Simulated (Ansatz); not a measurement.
# Lattice dynamics of BaPbO3 (model cell, started as cubic perovskite with Pb in the octahedra)

Aim: the vibrations of BaPbO3 (model cell, started as cubic perovskite with Pb in the octahedra), their spectra, and whether the structure is stable.

Method: DFT PBEsol, scalar-relativistic, plane waves, PAW; PAW set soft_1, in Ansatz 0.2.0.

The structure was built from a prototype and need not be the compound's stable phase.

### 1. The structure

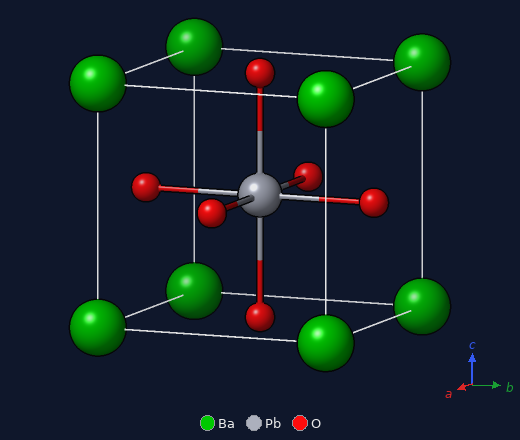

The starting structure, seen slightly off an axis (barium green, lead light grey, oxygen red). Some periodic images of atoms are drawn too.

### 2. Relaxation

The cell and atoms are relaxed, since residual forces and stress would shift the frequencies.

The input, input.yaml:

```yaml
crystal:
  lattice:
    - [4.263, 0.0, 0.0]
    - [0.0, 4.263, 0.0]
    - [0.0, 0.0, 4.263]
  atoms:
    - { symbol: Ba, position: [0.0, 0.0, 0.0] }
    - { symbol: Pb, position: [0.5, 0.5, 0.5] }
    - { symbol: O, position: [0.5, 0.5, 0.0] }
    - { symbol: O, position: [0.5, 0.0, 0.5] }
    - { symbol: O, position: [0.0, 0.5, 0.5] }
kpoints:
  mp_grid: { grid: [8, 8, 8] }
hamiltonian:
  xc: pbesol
  pseudopotentials: { kind: paw, azcp: { folder: soft_1 }, xc_functional: pbe }
scf:
  occupations: { method: gaussian, width: 0.1 }
output:
  forces: true
  stress: true
  eigenvalues: true
relax:
  adjacent_minimum: "off"
  f_tol: 0.005
  max_steps: 80
  cell: { stress_tol: 0.05 }
```

Command:

```
ansatz run input.yaml --threads 4 --pin off --max-ram 16384MiB --backend cpu --events-out ev --progress --plain --runs-dir out
```

Numbers of over 12 decimals in the logs are rounded to 6 here.

Log:

```text
Engine: ansatz 0.2.0, aarch64-unknown-linux-gnu
Pseudopotentials: kind: paw
Pseudopotential: Ba, paw, valence charge 10, recommended cutoff 420 eV (normal), soft_1/Ba.paw.azcp
Pseudopotential: Pb, paw, valence charge 14, recommended cutoff 420 eV (normal), soft_1/Pb.paw.azcp
Pseudopotential: O, paw, valence charge 6, recommended cutoff 420 eV (normal), soft_1/O.paw.azcp
Functional definition: PBEsol
  exchange = pbesol_x
  correlation = pbesol_c
Crystal: 5 atoms, lattice volume = 77.472 Å³
Basis set: ecut = 420 eV, 1503 PW (Γ), exchange–correlation on 60×60×60 points (8 copies of the dense FFT grid, shifted against one another)
Bands: 26, of which v1, the nominal top of the filled ones, is band 21 counted from 1 (20 counted from 0)
Symmetry: 48 space group operations
Space group: Pm-3m (ITA 221), of the structure as read, at distance tolerance 4.3e-5 Å
k-points: 35 of 512
Non-local potential: Ba, projectors of the file, l = 0: 3, l = 1: 2, l = 2: 2, l = 3: 2
Non-local potential: Pb, projectors of the file, l = 0: 2, l = 1: 2, l = 2: 2, l = 3: 1
Non-local potential: O, projectors of the file, l = 0: 2, l = 1: 2, l = 2: 1
PAW form: soft (Blöchl's): semilocal exchange-correlation on the pseudo side does not see the compensation charge
PAW frozen core: Ba, regenerated for the run's functional, and the local potential with it (the file was generated under x = pbe(κ = 0.804, μ = 0.219515), c = pbe(β = 0.066725))
PAW frozen core: Pb, regenerated for the run's functional, and the local potential with it (the file was generated under x = pbe(κ = 0.804, μ = 0.219515), c = pbe(β = 0.066725))
PAW frozen core: O, regenerated for the run's functional, and the local potential with it (the file was generated under x = pbe(κ = 0.804, μ = 0.219515), c = pbe(β = 0.066725))
PAW one-centre angular grid: Ba, 194 points (default); XC on 64 Gauss nodes
PAW one-centre angular grid: Pb, 590 points (default); XC on 64 Gauss nodes
PAW one-centre angular grid: O, 110 points (default); XC on 64 Gauss nodes
Initial density: superposition of atomic densities (chi_scale 0.1, normalization cell, long waves kept (reshape's long-wave potential 0.00 eV rms))
Initial wavefunctions: pseudopotential atomic-orbital guess
Functional: x = pbesol(κ = 0.804, μ = 0.123457), c = pbesol(β = 0.046)
SCF iter   1: F=—  HF=-19304.918086 eV  |F-HF|=—  |Δ(HF+E_count)|=         —  Δρ=5.65e-2  dr2=3.55e0  ethr=3.10e-3  ⟨swp⟩=11.8  Hψ=6379  notcnv=0
preconditioner: auto → Resta (q_TF=auto, 2.464 Å⁻¹)  ε∞=4.8  [insulator: Δε(μ)=0.356 eV  Ē_g=13.724 eV  σ=0.100 eV  W_gap=0.66  n_scr=18 (ndim 8)  ℏωp=26.7 eV  f_vac=0.000  D(μ)=0.45/eV (n_scr^D=0)  ε∞_Penn≈4.8]
SCF iter   2: F=—  HF=-19304.039458 eV  |F-HF|=—  |Δ(HF+E_count)|=   8.79e-1  Δρ=3.23e-2  dr2=1.31e0  ethr=3.10e-3  ⟨swp⟩=4.0  Hψ=1940  notcnv=0  defer=32
SCF iter   3: F=—  HF=-19303.523315 eV  |F-HF|=—  |Δ(HF+E_count)|=   5.16e-1  Δρ=8.00e-3  dr2=7.17e-2  ethr=3.10e-3  ⟨swp⟩=4.5  Hψ=1834  notcnv=0  defer=32
SCF iter   4: F=—  HF=-19303.498777 eV  |F-HF|=—  |Δ(HF+E_count)|=   2.45e-2  Δρ=1.84e-3  dr2=2.86e-3  ethr=1.71e-4  ⟨swp⟩=4.7  Hψ=2203  notcnv=0  defer=32
SCF iter   5: F=—  HF=-19303.498639 eV  |F-HF|=—  |Δ(HF+E_count)|=   1.38e-4  Δρ=2.82e-4  dr2=7.98e-5  ethr=6.80e-6  ⟨swp⟩=2.9  Hψ=1698  notcnv=0  defer=32
SCF iter   6: F=—  HF=-19303.498473 eV  |F-HF|=—  |Δ(HF+E_count)|=   1.66e-4  Δρ=5.45e-5  dr2=1.89e-6  ethr=1.90e-7  ⟨swp⟩=2.4  Hψ=1557  notcnv=0  defer=32
SCF iter   7: F=—  HF=-19303.498475 eV  |F-HF|=—  |Δ(HF+E_count)|=   2.05e-6  Δρ=1.40e-5  dr2=1.62e-7  ethr=4.51e-9  ⟨swp⟩=2.1  Hψ=1459  notcnv=0  defer=32
SCF iter   8: F=-19303.498475 eV  HF=-19303.498475 eV  |F-HF|=2.32e-9  |Δ(HF+E_count)|=   9.12e-8  Δρ=2.98e-6  dr2=6.15e-9  ethr=2.38e-10  ⟨swp⟩=16.3  Hψ=6180  notcnv=0
SCF 1 converged in 8 iterations: F = -19303.498475 eV  dr2 = 6.15e-9
  greatest PAW one-centre occupation: 0.987 electrons in one spin orbital (limit 2), on the Pb atom at site 1 (counted from 0), in its partial waves of l = 2
relax step   1: F+E_penalty+E_count = -19303.49847487 eV  Δ(F+E_penalty+E_count) = +0.000e0 eV  max|allowed force component| = 1.941e-29 eV/Å  Δτ_max = 0.0000 Å  P = +1.620 GPa  Ω = 77.472 Å³  (8 SCF iters, dr2 threshold 1.00e-7 eV, accepted)
Crystal: 5 atoms, lattice volume = 78.815 Å³
Basis set: ecut = 420 eV, 1551 PW (Γ), exchange–correlation on 60×60×60 points (8 copies of the dense FFT grid, shifted against one another)
Initial density: handed on by an earlier stage of this run
Initial wavefunctions: those handed on with the density
iter 1 solved again at ethr=5.48e-6 eV; its pass at ethr=3.10e-3 eV (dr2=2.30e-3 eV) is discarded
SCF iter   1: F=—  HF=-19303.501265 eV  |F-HF|=—  |Δ(HF+E_count)|=         —  Δρ=1.97e-3  dr2=2.40e-3  ethr=5.48e-6  ⟨swp⟩=2.8  Hψ=5894  notcnv=0
preconditioner: auto → Resta (q_TF=auto, 2.457 Å⁻¹)  ε∞=4.0  [insulator: Δε(μ)=0.185 eV  Ē_g=15.611 eV  σ=0.100 eV  W_gap=0.70  n_scr=18 (ndim 8)  ℏωp=27.1 eV  f_vac=0.000  D(μ)=0.62/eV (n_scr^D=0)  ε∞_Penn≈4.0]
SCF iter   2: F=—  HF=-19303.500778 eV  |F-HF|=—  |Δ(HF+E_count)|=   4.87e-4  Δρ=8.10e-4  dr2=5.09e-4  ethr=5.48e-6  ⟨swp⟩=2.6  Hψ=1479  notcnv=0
SCF iter   3: F=—  HF=-19303.500643 eV  |F-HF|=—  |Δ(HF+E_count)|=   1.36e-4  Δρ=1.96e-4  dr2=4.55e-5  ethr=1.21e-6  ⟨swp⟩=2.5  Hψ=1474  notcnv=0
SCF iter   4: F=—  HF=-19303.500448 eV  |F-HF|=—  |Δ(HF+E_count)|=   1.95e-4  Δρ=3.13e-5  dr2=9.12e-7  ethr=1.08e-7  ⟨swp⟩=2.9  Hψ=1771  notcnv=0
iter 5 did not close the SCF: its close was put off for the readings that it lacked (scf_convergence_deferred on its scf_iter line)
SCF iter   5: F=-19303.500448 eV  HF=-19303.500448 eV  |F-HF|=5.09e-9  |Δ(HF+E_count)|=   2.17e-7  Δρ=4.15e-6  dr2=1.65e-8  ethr=2.17e-9  ⟨swp⟩=2.5  Hψ=1649  notcnv=0
SCF iter   6: F=-19303.500448 eV  HF=-19303.500448 eV  |F-HF|=3.64e-12  |Δ(HF+E_count)|=   2.89e-9  Δρ=1.06e-6  dr2=9.37e-10  ethr=3.92e-11  ⟨swp⟩=4.6  Hψ=4081  notcnv=0
SCF 2 converged in 6 iterations: F = -19303.500448 eV  dr2 = 9.37e-10
  greatest PAW one-centre occupation: 0.986 electrons in one spin orbital (limit 2), on the Pb atom at site 1 (counted from 0), in its partial waves of l = 2
relax step   2: F+E_penalty+E_count = -19303.50044786 eV  Δ(F+E_penalty+E_count) = -1.973e-3 eV  max|allowed force component| = 1.010e-29 eV/Å  Δτ_max = 0.0000 Å  P = -0.478 GPa  Ω = 78.815 Å³  energy of the carried Pulay correction = -2.641e-3 eV  (6 SCF iters, dr2 threshold 5.00e-7 eV, accepted)
Crystal: 5 atoms, lattice volume = 78.505 Å³
iter 1 solved again at ethr=3.01e-7 eV; its pass at ethr=3.10e-3 eV (dr2=1.26e-4 eV) is discarded
SCF iter   1: F=—  HF=-19303.501749 eV  |F-HF|=—  |Δ(HF+E_count)|=         —  Δρ=4.43e-4  dr2=1.24e-4  ethr=3.01e-7  ⟨swp⟩=3.0  Hψ=5728  notcnv=0
preconditioner: auto → Resta (q_TF=auto, 2.458 Å⁻¹)  ε∞=4.0  [insulator: Δε(μ)=0.208 eV  Ē_g=15.626 eV  σ=0.100 eV  W_gap=0.69  n_scr=18 (ndim 8)  ℏωp=27.2 eV  f_vac=0.000  D(μ)=0.55/eV (n_scr^D=0)  ε∞_Penn≈4.0]
SCF iter   2: F=—  HF=-19303.501541 eV  |F-HF|=—  |Δ(HF+E_count)|=   2.08e-4  Δρ=1.82e-4  dr2=2.67e-5  ethr=2.96e-7  ⟨swp⟩=2.7  Hψ=1502  notcnv=0
SCF iter   3: F=—  HF=-19303.501533 eV  |F-HF|=—  |Δ(HF+E_count)|=   7.32e-6  Δρ=4.61e-5  dr2=2.53e-6  ethr=6.35e-8  ⟨swp⟩=2.7  Hψ=1476  notcnv=0
iter 4 did not close the SCF: its close was put off for the readings that it lacked (scf_convergence_deferred on its scf_iter line)
SCF iter   4: F=-19303.501533 eV  HF=-19303.501533 eV  |F-HF|=2.33e-8  |Δ(HF+E_count)|=   7.96e-7  Δρ=7.32e-6  dr2=4.86e-8  ethr=6.03e-9  ⟨swp⟩=3.0  Hψ=1770  notcnv=0
iter 5 did not close the SCF: its close was put off for the readings that it lacked (scf_convergence_deferred on its scf_iter line)
SCF iter   5: F=-19303.501533 eV  HF=-19303.501533 eV  |F-HF|=1.06e-10  |Δ(HF+E_count)|=   1.26e-8  Δρ=7.67e-7  dr2=5.84e-10  ethr=1.16e-10  ⟨swp⟩=2.7  Hψ=1743  notcnv=0
SCF iter   6: F=-19303.501533 eV  HF=-19303.501533 eV  |F-HF|=7.28e-12  |Δ(HF+E_count)|=  2.44e-10  Δρ=1.78e-7  dr2=2.69e-11  ethr=1.39e-12  ⟨swp⟩=2.7  Hψ=3227  notcnv=0
SCF 3 converged in 6 iterations: F = -19303.501533 eV  dr2 = 2.69e-11
relax step   3: F+E_penalty+E_count = -19303.50153261 eV  Δ(F+E_penalty+E_count) = -1.085e-3 eV  max|allowed force component| = 1.053e-29 eV/Å  Δτ_max = 0.0000 Å  P = -0.015 GPa  Ω = 78.505 Å³  energy of the carried Pulay correction = -2.035e-3 eV  (6 SCF iters, dr2 threshold 5.00e-7 eV, accepted)
Initial wavefunctions: pseudopotential atomic-orbital guess (no wavefunctions were taken with the density)
iter 1 solved again at ethr=6.38e-7 eV; its pass at ethr=3.10e-3 eV (dr2=2.68e-4 eV) is discarded
SCF iter   1: F=—  HF=-19303.503895 eV  |F-HF|=—  |Δ(HF+E_count)|=         —  Δρ=1.07e-4  dr2=9.06e-7  ethr=6.38e-7  ⟨swp⟩=3.5  Hψ=8037  notcnv=0
preconditioner: auto → Resta (q_TF=auto, 2.458 Å⁻¹)  ε∞=4.0  [insulator: Δε(μ)=0.206 eV  Ē_g=15.627 eV  σ=0.100 eV  W_gap=0.70  n_scr=18 (ndim 8)  ℏωp=27.2 eV  f_vac=0.000  D(μ)=0.56/eV (n_scr^D=0)  ε∞_Penn≈4.0]
SCF iter   2: F=—  HF=-19303.503724 eV  |F-HF|=—  |Δ(HF+E_count)|=   1.71e-4  Δρ=5.18e-5  dr2=1.87e-7  ethr=2.16e-9  ⟨swp⟩=2.9  Hψ=1834  notcnv=0
SCF iter   3: F=—  HF=-19303.503727 eV  |F-HF|=—  |Δ(HF+E_count)|=   3.46e-6  Δρ=1.05e-5  dr2=8.02e-9  ethr=4.46e-10  ⟨swp⟩=2.2  Hψ=1296  notcnv=0
iter 4 did not close the SCF: its close was put off for the readings that it lacked (scf_convergence_deferred on its scf_iter line)
SCF iter   4: F=-19303.503727 eV  HF=-19303.503727 eV  |F-HF|=1.46e-10  |Δ(HF+E_count)|=   1.20e-7  Δρ=4.66e-7  dr2=3.45e-11  ethr=1.91e-11  ⟨swp⟩=2.0  Hψ=1626  notcnv=0
iter 5 did not close the SCF: its close was put off for the readings that it lacked (scf_convergence_deferred on its scf_iter line)
SCF iter   5: F=-19303.503727 eV  HF=-19303.503727 eV  |F-HF|=7.28e-12  |Δ(HF+E_count)|=  1.27e-10  Δρ=1.34e-7  dr2=5.13e-12  ethr=1.00e-12  ⟨swp⟩=1.6  Hψ=1030  notcnv=0
iter 6 did not close the SCF: its close was put off for the readings that it lacked (scf_convergence_deferred on its scf_iter line)
SCF iter   6: F=-19303.503727 eV  HF=-19303.503727 eV  |F-HF|=0.00e0  |Δ(HF+E_count)|=  1.09e-11  Δρ=1.52e-8  dr2=1.74e-13  ethr=1.00e-12  ⟨swp⟩=1.2  Hψ=918  notcnv=0
iter 7 did not close the SCF: its close was put off for the readings that it lacked (scf_convergence_deferred on its scf_iter line)
SCF iter   7: F=-19303.503727 eV  HF=-19303.503727 eV  |F-HF|=1.09e-11  |Δ(HF+E_count)|=  7.28e-12  Δρ=4.18e-9  dr2=1.14e-14  ethr=1.00e-12  ⟨swp⟩=1.2  Hψ=927  notcnv=0
SCF iter   8: F=-19303.503727 eV  HF=-19303.503727 eV  |F-HF|=1.09e-11  |Δ(HF+E_count)|=  3.64e-12  Δρ=1.10e-9  dr2=3.88e-16  ethr=1.00e-12  ⟨swp⟩=4.7  Hψ=3243  notcnv=0
SCF 4 converged in 8 iterations: F = -19303.503727 eV  dr2 = 3.88e-16
relax step   4: F+E_penalty+E_count = -19303.50372741 eV  Δ(F+E_penalty+E_count) = -2.195e-3 eV  max|allowed force component| = 1.024e-29 eV/Å  Δτ_max = 0.0000 Å  P = +0.032 GPa  Ω = 78.505 Å³  stress off target by 3.20e-2 GPa  SCF on the basis re-selected at this cell (its energy is not comparable with the rows above)  (8 SCF iters)
basis re-selected at this cell: Δ(F+E_penalty+E_count) = -2.195e-3 eV, ΔP = +0.047 GPa vs the last step (what re-selecting the basis moved, of the pressure what is left beyond the Pulay correction that the steps carried, after the strain that the cell walked since its last selection, with what the two solves' SCF thresholds leave and, on support functions, any second-order correction that the steps lacked; it is no m [...]
SCF converged after 8 iterations
Free energy (F): -19303.503727 eV
Harris-Foulkes:  -19303.503727 eV  (|F-HF|=1.09e-11)
Internal energy: -19303.500947 eV  (E = F + TS)
E sigma→0 (E₀):  -19303.502337 eV
Entropy (-TS):   -0.002780 eV (-0.556 meV/atom)
Fermi energy:    9.168399 eV
--- Per-component energies (eV) ---
  E_band       = -15.528089
  E_kinetic    = 958.961754
  E_local      = -2323.839472  (includes V_loc(G=0)·N_el)
  E_nonlocal   = 567.525451
  E_hartree    = 889.149158
  E_xc         = -608.532119
  E_vxc        = -533.892980  (∫ρ·V_xc dr)
  E_paw        = -15836.618982  (= ΣΔE_a)
  E_vpaw       = -462.583394  (= ΣTr[D̂ρ^β])
  E_aug_tail   = 0.002235  (compensation charges beyond the density's cutoff)
  E_ewald      = -2950.468444
  E_core_change = 0.319471  (= ΣΔE_core)
  E_smearing   = -0.002780  (= −TS)
  E_closure    = 0.000000  (closes the sum)
  Σ components = -19303.503727   (vs F -19303.503727, Δ=0.00e0)
--- Forces (eV/Å), atoms counted from 1 ---
  atom   1  Ba    -0.00000000     0.00000000    -0.00000000
  atom   2  Pb     0.00000000    -0.00000000     0.00000000
  atom   3  O      0.00000000     0.00000000     0.00000000
  atom   4  O      0.00000000     0.00000000     0.00000000
  atom   5  O     -0.00000000    -0.00000000     0.00000000
  max |Σ_I F_I| component: 1.19e-29 eV/Å
--- Stress (GPa, compression-positive) ---
        0.032013      -0.000000       0.000000
       -0.000000       0.032013       0.000000
        0.000000       0.000000       0.032013
  P = ⅓ Tr σ = 0.0320 GPa (0.320 kbar)
--- Band table (eV; the first three rows and the last of 35) ---
  k-point 0: bands = [... 17 lower, 8.1420, 8.1420, 8.5098, 8.5098, 8.5098, 13.7935, 13.7935, 15.4879, ... 1 higher]
  k-point 1: bands = [... 17 lower, 8.1132, 8.1132, 8.4778, 8.4778, 8.9802, 14.0141, 14.0225, 15.7766, ... 1 higher]
  k-point 2: bands = [... 17 lower, 8.0557, 8.0557, 8.4023, 8.4023, 10.2939, 14.5566, 14.6060, 16.2256, ... 1 higher]
  k-point 34: bands = [... 17 lower, 9.0572, 9.0572, 9.1302, 9.1302, 13.9043, 13.9043, 13.9043, 15.8902, ... 1 higher]
--- Relaxed structure (3 steps of the walk, 3 accepted, 1 SCFs on fresh bases) ---
  F+E_penalty+E_count = -19303.50372741 eV   max|allowed force component| = 1.024e-29 eV/Å   (the final SCF, on the basis selected at the relaxed cell)
  cell:  # Å, volume = 78.5047 Å³
    - [4.281854, 0, 0]
    - [0, 4.281854, 0.0]
    - [0, 0.0, 4.281854]
  atoms:
    - { symbol: Ba, position: [0, 0, 0] }
    - { symbol: Pb, position: [0.5, 0.5, 0.5] }
    - { symbol: O, position: [0.5, 0.5, 0] }
    - { symbol: O, position: [0.5, 0, 0.5] }
    - { symbol: O, position: [0, 0.5, 0.5] }
```

The job ended after 5.9 s (4 threads of Arm Neoverse V1, shared host; peak memory 0.44 GiB).

Relaxation path:

```
step  energy less that of the first step (eV)  largest force component (eV/Å)  pressure (GPa)  volume (Å³)
   1                                   0.0000                          0.0000            1.62        77.47
   2                                  -0.0020                          0.0000           -0.48        78.81
   3                                  -0.0031                          0.0000           -0.02        78.50
  4*                                  -0.0053                          0.0000            0.03        78.50
```

Relaxation steps marked * repeat the geometry before them on a plane-wave basis chosen anew for their cell, so energy and pressure can jump there.

The run keeps the 48 symmetry operations that it works with, so distortions that break them were not tested.

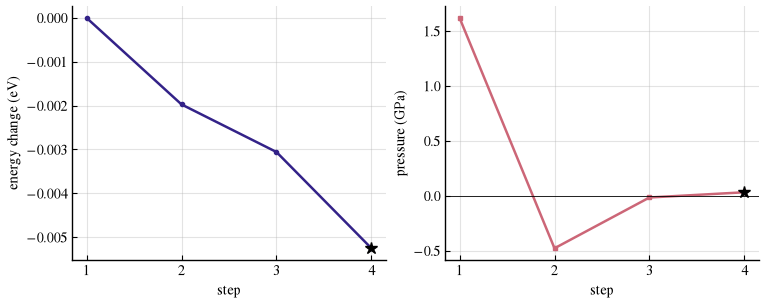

Energy and pressure along the relaxation. Stars mark steps on a basis chosen anew.

```
conventional cell, symmetrised  before  after  change
                         a (Å)   4.263  4.282  +0.4 %
                         b (Å)   4.263  4.282  +0.4 %
                         c (Å)   4.263  4.282  +0.4 %
              volume (Å³/atom)   15.49  15.70  +1.3 %
```

The relaxed structure:

```xyz
5
Lattice="4.2819 0.0000 0.0000 0.0000 4.2819 0.0000 0.0000 0.0000 4.2819" Properties=species:S:1:pos:R:3 pbc="T T T"
Ba    0.0000    0.0000    0.0000
Pb    2.1409    2.1409    2.1409
O     2.1409    2.1409    0.0000
O     2.1409    0.0000    2.1409
O     0.0000    2.1409    2.1409
```

Numbers from this step:

```
pressure          : 0.03201 GPa
volume per atom   : 15.70 Å³
gap on the k-mesh : 0 eV
```

In this step the volume went from 15.49 to 15.70 Å³/atom.

### 3. Tight relaxation

Phonons need a cell at rest on their own settings, so the relaxation is repeated with tight tolerances on forces and stress, using the mesh and the filling of the phonon run that follows.

Edit input.yaml of step 2 so:

```diff
@@ -2,5 +2,5 @@
   lattice:
-    - [4.263, 0.0, 0.0]
-    - [0.0, 4.263, 0.0]
-    - [0.0, 0.0, 4.263]
+    - [4.2818540411, 0.0, 0.0]
+    - [0.0, 4.2818540411, 0.0]
+    - [0.0, 0.0, 4.2818540411]
   atoms:
@@ -17,3 +17,3 @@
 scf:
-  occupations: { method: gaussian, width: 0.1 }
+  occupations: { method: methfessel_paxton, width: 0.2 }
 output:
@@ -22,6 +22,10 @@
   eigenvalues: true
+  write_density: true
+  write_potential: true
+  elf: true
+  volumetric_format: npy
 relax:
   adjacent_minimum: "off"
-  f_tol: 0.005
-  max_steps: 80
-  cell: { stress_tol: 0.05 }
+  f_tol: 0.001
+  max_steps: 60
+  cell: { stress_tol: 0.01 }
```

Log:

```text
[...]
Crystal: 5 atoms, lattice volume = 78.505 Å³
Basis set: ecut = 420 eV, 1551 PW (Γ), exchange–correlation on 60×60×60 points (8 copies of the dense FFT grid, shifted against one another)
Bands: 26, of which v1, the nominal top of the filled ones, is band 21 counted from 1 (20 counted from 0)
Symmetry: 48 space group operations
[...]
k-points: 35 of 512
[...]
--- Relaxed structure (3 steps of the walk, 3 accepted, 1 SCFs on fresh bases) ---
[...]
cell:  # Å, volume = 78.4608 Å³
    - [4.281055, 0, 0]
    - [0, 4.281055, 0]
    - [0, 0, 4.281055]
  atoms:
    - { symbol: Ba, position: [0, 0, 0] }
    - { symbol: Pb, position: [0.5, 0.5, 0.5] }
    - { symbol: O, position: [0.5, 0.5, 0] }
    - { symbol: O, position: [0.5, 0, 0.5] }
    - { symbol: O, position: [0, 0.5, 0.5] }
[key lines of the parts left out:]
SCF converged after 6 iterations
Free energy (F): -19303.498121 eV
Fermi energy:    9.134061 eV
P = ⅓ Tr σ = -0.0020 GPa (-0.020 kbar)
```

Elapsed: 6.1 s, on 4 threads; peak memory 0.44 GiB.

Little changed from the start: no atom moved by 0.005 Å and no cell edge by 0.1 %.

Numbers from this step:

```yaml
pressure: -0.001996 GPa
volume_per_atom: 15.69 Å³
```

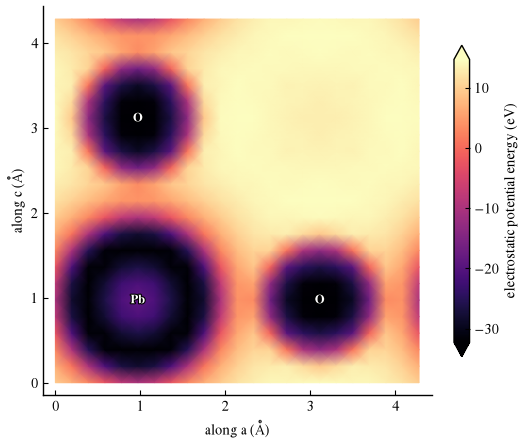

Electrostatic potential energy in the ac plane at fractional y = 0.500, with atoms of Pb and O within 0.2 Å of it. With pseudopotentials it is smooth inside the atoms' cores, unlike the true potential. The map starts off the cell's origin, so that atoms lie inside it.

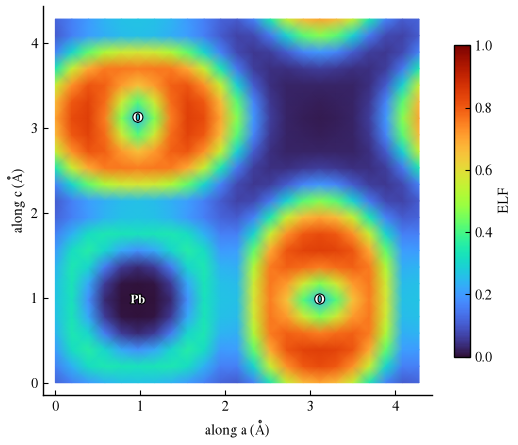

ELF in the ac plane at fractional y = 0.500, with atoms of Pb and O within 0.2 Å of it. It is the smooth field of the valence electrons, not physical close to the nuclei. The map starts off the cell's origin, so that atoms lie inside it.

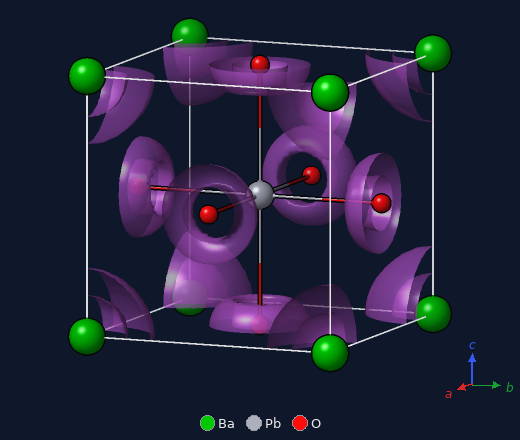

Surface of ELF = 0.8.

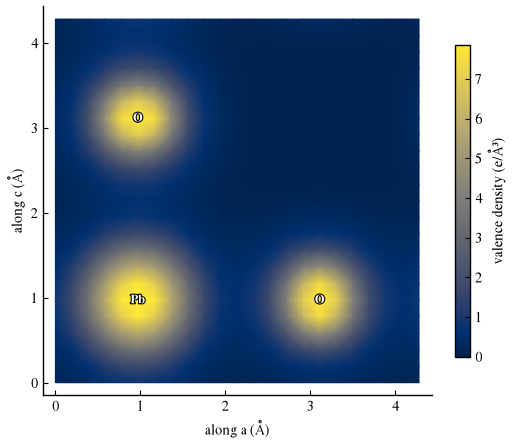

Valence density in the ac plane at fractional y = 0.500, with atoms of Pb and O within 0.2 Å of it. It is the smooth field of the valence electrons, not physical close to the nuclei. The map starts off the cell's origin, so that atoms lie inside it.

The forces vanish by symmetry and the pressure is -0.002 GPa, within the tolerances set. The cell now holds 15.69 Å³/atom.

(Continued in part 2 of 2.)

[Logs are printed without paths, hosts, clocks, repeated set-up lines and the standing remarks that a program may print on its own settings, such as how far it seeks lower states.]

[Hosts, paths, dates, database ids (printed as entryN), source tags and the programs' standing remarks are cut or masked in the printed files.]
